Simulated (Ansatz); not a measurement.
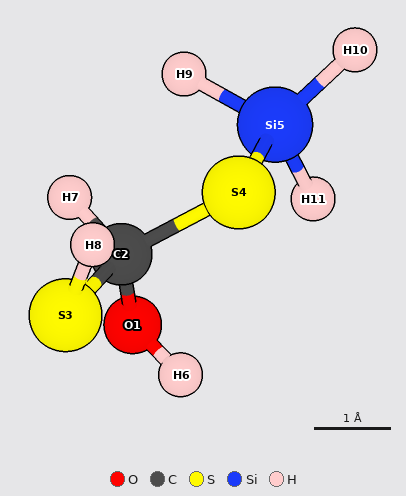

**Figure 1.** The structure as given in the input (ball-and-stick view, seen at a tilt; atoms are numbered from 1 in the order of the input).

## Two runs on CH₆OS₂Si

System: CH₆OS₂Si.
Method of run A: RKS PBE-D4/def2-TZVPP (Ansatz 0.2.0).

The geometry comes from this level: PBE0-D4/def2-TZVP. Text and figures count atoms from 1; the logs count them from 0 in places.

### Input, run A
```yaml
crystal:
  periodic: [false, false, false]
  atoms:
    - {symbol: O, position_ang: [-1.526107, 0.445908, 0.668769]}
    - {symbol: C, position_ang: [-0.886548, 0.259530, -0.542483]}
    - {symbol: S, position_ang: [-1.658885, 1.340271, -1.799563]}
    - {symbol: S, position_ang: [0.913545, 0.595045, -0.495238]}
    - {symbol: Si, position_ang: [1.459493, -0.889698, 0.948192]}
    - {symbol: H, position_ang: [-1.372470, 1.355231, 0.954003]}
    - {symbol: H, position_ang: [-1.040872, -0.784438, -0.812138]}
    - {symbol: H, position_ang: [-0.645132, 1.306672, -2.678315]}
    - {symbol: H, position_ang: [0.818055, -2.181190, 0.590387]}
    - {symbol: H, position_ang: [2.936428, -0.994607, 0.859841]}
    - {symbol: H, position_ang: [1.067891, -0.509724, 2.327246]}
basis:
  gaussian: {orbitals: def2-TZVPP}
hamiltonian: {xc: pbe, dispersion: d4}
output: {forces: true, orbitals: {seedname: orbitals}}
```

Launched with:
```bash
ansatz run in.yaml --threads 4 --pin off --events-out ev --progress --plain --max-ram 10444MiB
```

Hardware: 4 threads of Arm Neoverse V2, 23 GiB of memory available, shared host.

### Output (run A)
```
Functional definition: PBE
  parameter kappa = 0.804
  parameter beta = 0.06672455060314922
  exchange = pbe_x(kappa = kappa, mu = beta*pi^2/3)
  correlation = pbe_c(beta = beta)
1541 factors; their error is unknown
mean field evaluation 1: about -32709.0372 eV, gradient 5.7e1 eV
mean field evaluation 2: about -32679.4488 eV, gradient 1.3e2 eV
mean field evaluation 4: about -32715.5079 eV, gradient 9.5e0 eV
mean field evaluation 8: about -32715.7017 eV, gradient 3.2e-1 eV
mean field evaluation 16: about -32715.6701 eV, gradient 7.9e-4 eV
mean field -32715.67006106 eV, -1202.2786992664 hartree, gradient 2.4e-5 eV, S^2 0.000000; 0 other end points of the search recorded, 0 dependent functions left out
the calculation of the forces begins
reference -32715.67010412 eV, -1202.2787008489 hartree; 33, 33 occupied and 239, 239 virtual orbitals, 1541 factors
Total energy: -32715.97956174 eV, -1202.2900732064 hartree
Atom 0 at    -1.526107     0.445908     0.668769 Å, force    -0.373019    -0.420579     0.340432 eV/Å
Atom 1 at    -0.886548     0.259530    -0.542483 Å, force     0.065723    -0.077244    -0.124960 eV/Å
Atom 2 at    -1.658885     1.340271    -1.799563 Å, force    -0.353975     0.232429    -0.101025 eV/Å
Atom 3 at     0.913545     0.595045    -0.495238 Å, force     0.352815     0.213961    -0.169123 eV/Å
Atom 4 at     1.459493    -0.889698     0.948192 Å, force     0.001725    -0.013610     0.021452 eV/Å
Atom 5 at    -1.372470     1.355231     0.954003 Å, force     0.082351     0.456035     0.134052 eV/Å
Atom 6 at    -1.040872    -0.784438    -0.812138 Å, force    -0.034655    -0.247460    -0.045927 eV/Å
Atom 7 at    -0.645132     1.306672    -2.678315 Å, force     0.203765    -0.003678    -0.182753 eV/Å
Atom 8 at     0.818055    -2.181190     0.590387 Å, force    -0.064911    -0.150933    -0.028729 eV/Å
Atom 9 at     2.936428    -0.994607     0.859841 Å, force     0.156657    -0.015333    -0.005262 eV/Å
Atom 10 at     1.067891    -0.509724     2.327246 Å, force    -0.036475     0.026411     0.161844 eV/Å
Dipole moment:     0.126286    -0.040050     0.058818 e Å
```

The input of run B differs as follows (lines with − go, lines with + come):
```diff
-hamiltonian: {xc: pbe, dispersion: d4}
+hamiltonian: {xc: {name: wB97M-V}}
```

What does this change do to the results?

The total energies belong to different models, so their difference says nothing on which is more stable or more accurate. The largest force goes from 0.657 to 0.428 eV/Å. The HOMO goes from −6.07 to −9.52 eV. The LUMO goes from −1.54 to 1.37 eV. The dipole moment goes from 0.70 to 0.82 D. On the same kind of shared host run B took about 4.7 times as long.

### Output (run B)
```
Functional definition: wB97M-V
  parameter omega = 0.3/bohr
  parameter cx = 0.15
  parameter cx01 = 1.007
  parameter cx10 = 0.259
  parameter css00 = 0.443
  parameter css04 = -1.437
  parameter css10 = -4.535
  parameter css20 = -3.390
  parameter css43 = 4.278
  parameter cos00 = 1.000
  parameter cos10 = 1.358
  parameter cos20 = 2.924
  parameter cos21 = -8.812
  parameter cos60 = -1.390
  parameter cos61 = 9.142
  parameter b = 6.0
  parameter c = 0.01
  gx(w, u) = 1 - cx + cx01*u + cx10*w
  gss(w, u) = css00 + css04*u^4 + css10*w + css20*w^2 + css43*w^4*u^3
  gos(w, u) = cos00 + cos10*w + (cos20 + cos21*u)*w^2 + (cos60 + cos61*u)*w^6
  exchange = spin_sum(e_x_unif_sr(omega)*gx(b97_w, b97_u_x)) + cx*exact_x_sr(omega) + exact_x_lr(omega)
  correlation = spin_sum(e_c_pw_mod_same_spin*gss(b97_w, b97_u_same))
      + integral(e_c_pw_mod_opposite_spin*gos(b97_w_opposite, b97_u_opposite)) + vv10(b, c)
1558 factors; their error is unknown
334 factors; integrals over basis functions are off by at most 1.1e-5 eV
mean field evaluation 1: about -32726.9244 eV, gradient 3.9e1 eV
mean field evaluation 2: about -32726.9657 eV, gradient 4.2e1 eV
mean field evaluation 4: about -32729.6493 eV, gradient 1.3e0 eV
mean field evaluation 8: about -32729.6702 eV, gradient 3.8e-1 eV
mean field evaluation 16: about -32729.6704 eV, gradient 7.4e-5 eV
mean field -32729.67041645 eV, -1202.7932028371 hartree, gradient 7.4e-5 eV, S^2 0.000000; 0 other end points of the search recorded, 0 dependent functions left out
the calculation of the forces begins
reference -32729.67046905 eV, -1202.7932047701 hartree; 33, 33 occupied and 239, 239 virtual orbitals, 1558 factors
Total energy: -32729.67046905 eV, -1202.7932047701 hartree
Atom 0 at    -1.526107     0.445908     0.668769 Å, force    -0.105351     0.115021     0.299940 eV/Å
Atom 1 at    -0.886548     0.259530    -0.542483 Å, force     0.155025    -0.206703    -0.340908 eV/Å
Atom 2 at    -1.658885     1.340271    -1.799563 Å, force     0.027298     0.027389    -0.086892 eV/Å
Atom 3 at     0.913545     0.595045    -0.495238 Å, force     0.015322     0.025417     0.009306 eV/Å
Atom 4 at     1.459493    -0.889698     0.948192 Å, force     0.047982    -0.129638     0.140700 eV/Å
Atom 5 at    -1.372470     1.355231     0.954003 Å, force    -0.010601    -0.055405    -0.003615 eV/Å
Atom 6 at    -1.040872    -0.784438    -0.812138 Å, force     0.009035     0.097643     0.033538 eV/Å
Atom 7 at    -0.645132     1.306672    -2.678315 Å, force    -0.072254     0.000271     0.072790 eV/Å
Atom 8 at     0.818055    -2.181190     0.590387 Å, force     0.067736     0.159075     0.036804 eV/Å
Atom 9 at     2.936428    -0.994607     0.859841 Å, force    -0.180797     0.012513     0.010833 eV/Å
Atom 10 at     1.067891    -0.509724     2.327246 Å, force     0.046605    -0.045584    -0.172496 eV/Å
Dipole moment:     0.155939    -0.044983     0.053504 e Å
```

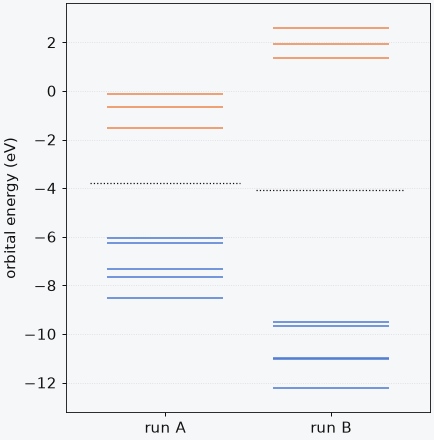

**Figure 2.** The five highest filled and three lowest empty orbital energies of the two runs; the dotted lines part filled from empty levels. The HOMO–LUMO gap is 4.53 eV in run A and 10.89 eV in run B.

### The two runs side by side

| quantity | run A | run B |
| --- | --- | --- |
| outcome | converged | converged |
| total energy (hartree) | −1202.290073 | −1202.793205 |
| HOMO (eV) | −6.07 | −9.52 |
| LUMO (eV) | −1.54 | 1.37 |
| dipole moment (D) | 0.70 | 0.82 |
| largest force (eV/Å) | 0.657 | 0.428 |
| basis functions | 272 | 272 |
| wall time (shared host) | 2.6 s | 12 s |
